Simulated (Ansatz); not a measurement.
# Run report: SnNH$_{3}$F$_{2}$, saddle-point search (part 1 of 2)

- system: SnNH$_{3}$F$_{2}$, SMILES [NH2][SnH]([F])[F]
- method: HF/3-21G, RHF (Ansatz 0.2.0)

The starting geometry was optimised with HF/3-21G. Figures and captions count atoms from 1; the log counts them from 0 in places.

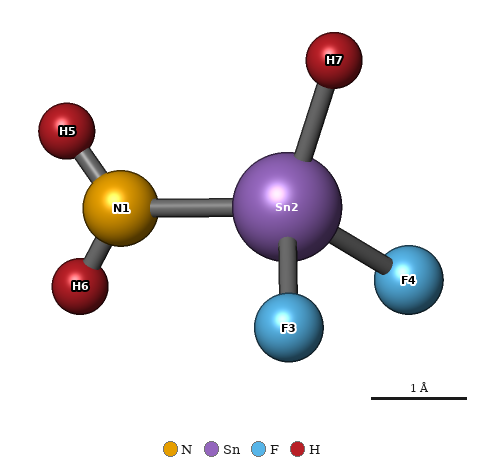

The input geometry (ball-and-stick view, seen at a tilt; atoms are numbered from 1 in the order of the input). Sticks mark near contacts. Bond lengths as drawn: F–Sn 1.88 Å, H–N 1.00 Å, H–Sn 1.71 Å and N–Sn 1.96 Å.

The input
```yaml
basis:
  gaussian:
    orbitals: 3-21G.json
crystal:
  periodic: [false, false, false]
  atoms:
    - {symbol: N, position_ang: [-0.664031, 1.028106, -0.099994]}
    - {symbol: Sn, position_ang: [0.485780, -0.551650, 0.001174]}
    - {symbol: F, position_ang: [0.510020, -1.200577, 1.768614]}
    - {symbol: F, position_ang: [-0.357825, -1.998451, -0.859416]}
    - {symbol: H, position_ang: [-0.366038, 1.911099, -0.464110]}
    - {symbol: H, position_ang: [-1.617234, 1.045918, 0.205255]}
    - {symbol: H, position_ang: [2.070828, -0.302445, -0.597223]}
hamiltonian:
  xc: hf
saddle:
  max_steps: 80
  final_atoms:
    - {symbol: N, position_ang: [-0.778552, 0.932857, 0.225802]}
    - {symbol: Sn, position_ang: [0.454128, -0.580024, 0.084771]}
    - {symbol: F, position_ang: [0.843332, -1.237535, 1.805720]}
    - {symbol: F, position_ang: [-0.454484, -2.067361, -0.627839]}
    - {symbol: H, position_ang: [-1.657005, 0.894412, 0.704126]}
    - {symbol: H, position_ang: [-0.602556, 1.834111, -0.171616]}
    - {symbol: H, position_ang: [1.883614, -0.237407, -0.793628]}
```

Hardware: 1 thread of AMD EPYC (Zen 3), 128 GiB of memory available, shared host.

Launch command:
```bash
ansatz run job.yaml --threads 1 --pin off --max-ram 2610MiB --events-out events.jsonl --progress --plain --runs-dir runs
```

What the program printed
```
Functional definition: HF
  name "HF"
  exchange = exact_x
  correlation = 0
851 factors; integrals over basis functions are off by at most 3.0e-4 eV
mean field evaluation 1: about -170080.4483 eV, gradient 4.4e1 eV
mean field evaluation 2: about -170080.5711 eV, gradient 4.5e1 eV
mean field evaluation 4: about -170083.9063 eV, gradient 1.7e0 eV
mean field evaluation 8: about -170083.9346 eV, gradient 1.6e-1 eV
mean field -170083.93474809 eV, -6250.4693149608 hartree, gradient 2.8e-5 eV, S^2 0.000000; 0 other end points of the search recorded, 0 dependent functions left out
the calculation of the forces begins
reference -170083.93474809 eV, -6250.4693149608 hartree; 39, 39 occupied and 27, 27 virtual orbitals, 851 factors
853 factors; integrals over basis functions are off by at most 7.2e-4 eV
mean field evaluation 16: about -170083.9066 eV, gradient 1.7e0 eV
mean field -170083.93483778 eV, -6250.4693182566 hartree, gradient 2.8e-5 eV, S^2 0.000000; 0 other end points of the search recorded, 0 dependent functions left out
[... from here on the field's lines of each further geometry are left out, up to the last ...]
saddle end point (first): F+E_penalty+E_count = -170083.93474809 eV  max|allowed force component| = 3.251e-3 eV/Å  (33 SCF iters)
saddle end point (last): F+E_penalty+E_count = -170083.93483778 eV  max|allowed force component| = 4.220e-3 eV/Å  (33 SCF iters)
saddle step   1: F+E_penalty+E_count = -170083.78959789 eV  max|allowed force component| = 5.384e-1 eV/Å  curvature = -0.4779 eV/Å²  mode residual = 2.02e0 eV/Å² (by the climb's estimate)  Δτ_max = 0.0000 Å  (0 rotations, 1 force calls, 33 SCF iters)  cluster: 3 rotations left out, max|force component along them| = 2.390e-5 eV/Å
saddle step   2: F+E_penalty+E_count = -170083.84867056 eV  max|allowed force component| = 7.376e-1 eV/Å  curvature = -0.8886 eV/Å²  mode residual = 4.96e0 eV/Å² (by the climb's estimate)  Δτ_max = 0.2000 Å  (0 rotations, 1 force calls, 35 SCF iters)  cluster: 3 rotations left out, max|force component along them| = 2.041e-5 eV/Å
saddle step   3: F+E_penalty+E_count = -170083.86328693 eV  max|allowed force component| = 9.913e-1 eV/Å  curvature = -0.7623 eV/Å²  mode residual = 3.14e0 eV/Å² (by the climb's estimate)  Δτ_max = 0.1200 Å  (0 rotations, 1 force calls, 35 SCF iters)  cluster: 3 rotations left out, max|force component along them| = 1.505e-5 eV/Å
saddle step   4: F+E_penalty+E_count = -170083.82161408 eV  max|allowed force component| = 2.339e0 eV/Å  curvature = -0.7489 eV/Å²  mode residual = 2.82e0 eV/Å² (by the climb's estimate)  Δτ_max = 0.0720 Å  (0 rotations, 1 force calls, 36 SCF iters)  cluster: 3 rotations left out, max|force component along them| = 1.228e-5 eV/Å
saddle step   5: F+E_penalty+E_count = -170083.87449822 eV  max|allowed force component| = 7.016e-1 eV/Å  curvature = -0.9455 eV/Å²  mode residual = 3.61e0 eV/Å² (by the climb's estimate)  Δτ_max = 0.0717 Å  (0 rotations, 1 force calls, 36 SCF iters)  cluster: 3 rotations left out, max|force component along them| = 1.286e-5 eV/Å
saddle step   6: F+E_penalty+E_count = -170083.88152606 eV  max|allowed force component| = 1.848e-1 eV/Å  curvature = -1.0127 eV/Å²  mode residual = 1.60e0 eV/Å² (by the climb's estimate)  Δτ_max = 0.0288 Å  (0 rotations, 1 force calls, 37 SCF iters)  cluster: 3 rotations left out, max|force component along them| = 1.378e-5 eV/Å
saddle step   7: F+E_penalty+E_count = -170083.88175415 eV  max|allowed force component| = 8.639e-2 eV/Å  curvature = -0.8356 eV/Å²  mode residual = 2.30e0 eV/Å² (by the climb's estimate)  Δτ_max = 0.0171 Å  (0 rotations, 1 force calls, 37 SCF iters)  cluster: 3 rotations left out, max|force component along them| = 1.474e-5 eV/Å
saddle step   8: F+E_penalty+E_count = -170083.88126113 eV  max|allowed force component| = 6.557e-2 eV/Å  curvature = -0.2449 eV/Å²  mode residual = 2.76e-1 eV/Å² (by the climb's estimate)  Δτ_max = 0.0193 Å  (0 rotations, 1 force calls, 36 SCF iters)  cluster: 3 rotations left out, max|force component along them| = 1.698e-5 eV/Å
saddle step   9: F+E_penalty+E_count = -170083.88054790 eV  max|allowed force component| = 6.539e-2 eV/Å  curvature = -0.0678 eV/Å²  mode residual = 2.07e-1 eV/Å² (by the climb's estimate)  Δτ_max = 0.0300 Å  (0 rotations, 1 force calls, 37 SCF iters)  cluster: 3 rotations left out, max|force component along them| = 1.988e-5 eV/Å
saddle step  10: F+E_penalty+E_count = -170083.87995594 eV  max|allowed force component| = 1.006e-1 eV/Å  curvature = -0.0253 eV/Å²  mode residual = 8.90e-2 eV/Å² (by the climb's estimate)  Δτ_max = 0.0300 Å  (0 rotations, 1 force calls, 37 SCF iters)  cluster: 3 rotations left out, max|force component along them| = 2.244e-5 eV/Å
saddle step  11: F+E_penalty+E_count = -170083.87928230 eV  max|allowed force component| = 1.510e-1 eV/Å  curvature = +0.0468 eV/Å²  mode residual = 1.86e-1 eV/Å² (by the climb's estimate)  Δτ_max = 0.0300 Å  (0 rotations, 1 force calls, 37 SCF iters)  cluster: 3 rotations left out, max|force component along them| = 2.436e-5 eV/Å
saddle step  12: F+E_penalty+E_count = -170083.87884886 eV  max|allowed force component| = 1.874e-1 eV/Å  curvature = -0.0280 eV/Å²  mode residual = 1.97e-1 eV/Å² (by the climb's estimate)  Δτ_max = 0.0300 Å  (0 rotations, 1 force calls, 37 SCF iters)  cluster: 3 rotations left out, max|force component along them| = 2.574e-5 eV/Å
saddle step  13: F+E_penalty+E_count = -170083.87836048 eV  max|allowed force component| = 2.794e-1 eV/Å  curvature = +0.0199 eV/Å²  mode residual = 8.58e-2 eV/Å² (by the climb's estimate)  Δτ_max = 0.0300 Å  (0 rotations, 1 force calls, 37 SCF iters)  cluster: 3 rotations left out, max|force component along them| = 2.729e-5 eV/Å
saddle step  14: F+E_penalty+E_count = -170083.87891002 eV  max|allowed force component| = 2.449e-1 eV/Å  curvature = -0.0280 eV/Å²  mode residual = 6.62e-2 eV/Å² (by the climb's estimate)  Δτ_max = 0.0300 Å  (0 rotations, 1 force calls, 37 SCF iters)  cluster: 3 rotations left out, max|force component along them| = 2.767e-5 eV/Å
saddle step  15: F+E_penalty+E_count = -170083.87908077 eV  max|allowed force component| = 2.006e-1 eV/Å  curvature = -0.0739 eV/Å²  mode residual = 1.86e-1 eV/Å² (by the climb's estimate)  Δτ_max = 0.0300 Å  (0 rotations, 1 force calls, 37 SCF iters)  cluster: 3 rotations left out, max|force component along them| = 2.710e-5 eV/Å
saddle step  16: F+E_penalty+E_count = -170083.87917057 eV  max|allowed force component| = 1.749e-1 eV/Å  curvature = +0.0040 eV/Å²  mode residual = 1.35e-2 eV/Å² (by the climb's estimate)  Δτ_max = 0.0450 Å  (0 rotations, 1 force calls, 37 SCF iters)  cluster: 3 rotations left out, max|force component along them| = 2.511e-5 eV/Å
saddle step  17: F+E_penalty+E_count = -170083.87951369 eV  max|allowed force component| = 7.238e-2 eV/Å  curvature = -0.0006 eV/Å²  mode residual = 2.46e-3 eV/Å² (by the climb's estimate)  Δτ_max = 0.0368 Å  (0 rotations, 1 force calls, 37 SCF iters)  cluster: 3 rotations left out, max|force component along them| = 2.424e-5 eV/Å
saddle step  18: F+E_penalty+E_count = -170083.87976950 eV  max|allowed force component| = 3.764e-2 eV/Å  curvature = -0.1196 eV/Å² (error put at 0.0009; -0.1204 at half of saddle.amplitude)  mode residual = 3.65e-1 eV/Å²  Δτ_max = 0.0551 Å  (1 rotations, 12 force calls, 334 SCF iters)  cluster: 3 rotations left out, max|force component along them| = 2.665e-5 eV/Å
saddle search: the rotation starts from a random direction (saddle.seed = 0)
saddle search: the force at step 19 is within saddle.f_tol, and the search now checks the order of the point unasked, since it climbed between two end points, along a mode that its own estimate gave (saddle.final_atoms): at most 100 rotations across the mode and 206 force calls, two more next to a line or behind a second negative curvature, two more where it reads a positive, two for each turn that reads one and six more at each negative that it reads, and up to 22 at one that stands (24 where saddle.amplitude is under 0.005 Å), over each length that the point is read over (saddle.order_check: false declines the check)
the calculation of the forces begins
reference -170083.87992198 eV, -6250.4673001384 hartree; 39, 39 occupied and 27, 27 virtual orbitals, 851 factors
851 factors; integrals over basis functions are off by at most 6.4e-4 eV
mean field -170083.87994076 eV, -6250.4673008286 hartree, gradient 8.7e-6 eV, S^2 0.000000; 1 other end points of the search recorded, 0 dependent functions left out
the calculation of the forces begins
reference -170083.87994076 eV, -6250.4673008286 hartree; 39, 39 occupied and 27, 27 virtual orbitals, 851 factors
saddle step  19: F+E_penalty+E_count = -170083.87994076 eV  max|allowed force component| = 4.156e-3 eV/Å  curvature = -0.0842 eV/Å² (error put at 0.0009; -0.0850 at half of saddle.amplitude)  mode residual = 2.77e-1 eV/Å²  Δτ_max = 0.0103 Å  (1 rotations, 33 force calls, 901 SCF iters)  order check (unasked): positive, curvature across the mode = +1.3155 eV/Å²; +1.1538 less its residual, +1.1536 less it at half of saddle.amplitude; error put at 0.0002 (23 force calls)  cluster: 3 rotations left out, max|force component along them| = 2.648e-5 eV/Å
saddle search: converged on a point 0.055 eV over the first end point and 0.055 eV over the last (a height may lie 2.0e-4 eV lower or 2.0e-4 eV higher, as its energies on support functions err as they are read and their second-order corrections leave open); that the paths down from it lead to those two is not shown, since the search did not follow them: a relaxation from the point displaced along its mode, and one against it, show where they lead (saddle.final_atoms)
Total energy: -170083.87994076 eV, -6250.4673008286 hartree
Atom 0 at    -0.693376     1.016073    -0.103854 Å, force    -0.001861     0.004156     0.001051 eV/Å
Atom 1 at     0.514523    -0.529535    -0.043286 Å, force     0.000069    -0.000903     0.000293 eV/Å
Atom 2 at     0.880257    -0.876299     1.771514 Å, force     0.000565    -0.000373    -0.000334 eV/Å
Atom 3 at    -0.478943    -2.031295    -0.595740 Å, force    -0.000133    -0.000263     0.000070 eV/Å
Atom 4 at    -0.693888     1.746069     0.581536 Å, force    -0.000164    -0.002631    -0.002490 eV/Å
Atom 5 at    -1.458050     1.096823    -0.745205 Å, force     0.001217    -0.000131     0.001020 eV/Å
Atom 6 at     1.990978    -0.489835    -0.910665 Å, force     0.000307     0.000144     0.000391 eV/Å
Dipole moment:     0.068854     0.664728    -0.363701 e Å
```

Trajectory as extended XYZ (Å, eV, eV/Å), 19 frames, from step=1 to step=19
```
7
Properties=species:S:1:pos:R:3:forces:R:3 step=1 energy=-170083.78960
N    -0.7257    0.9913   -0.1416    0.1840   0.3900   0.5384
Sn    0.4886   -0.5476   -0.0214   -0.0726  -0.1766  -0.0398
F     0.8710   -0.9822    1.7807   -0.0532   0.3482  -0.2884
F    -0.4340   -2.1136   -0.4997   -0.0542  -0.0340  -0.1930
H    -0.6121    1.7236    0.5352   -0.1295   0.0859   0.0445
H    -1.4622    1.2222   -0.7779    0.0487  -0.4382  -0.1338
H     1.9360   -0.3617   -0.9210    0.0768  -0.1752   0.0720
7
Properties=species:S:1:pos:R:3:forces:R:3 step=2 energy=-170083.84867
N    -0.6870    1.0295   -0.1299    0.1916   0.2957   0.7376
Sn    0.5063   -0.5275   -0.0757    0.3269  -0.1009   0.0936
F     0.8790   -0.8291    1.7488   -0.0548   0.0404  -0.0500
F    -0.4579   -2.0681   -0.5696   -0.0646   0.0588  -0.0409
H    -0.7441    1.6918    0.6276    0.2919  -0.2128  -0.0315
H    -1.4529    1.1792   -0.7353   -0.4168  -0.1747  -0.7267
H     2.0181   -0.5438   -0.9117   -0.2742   0.0936   0.0180
```
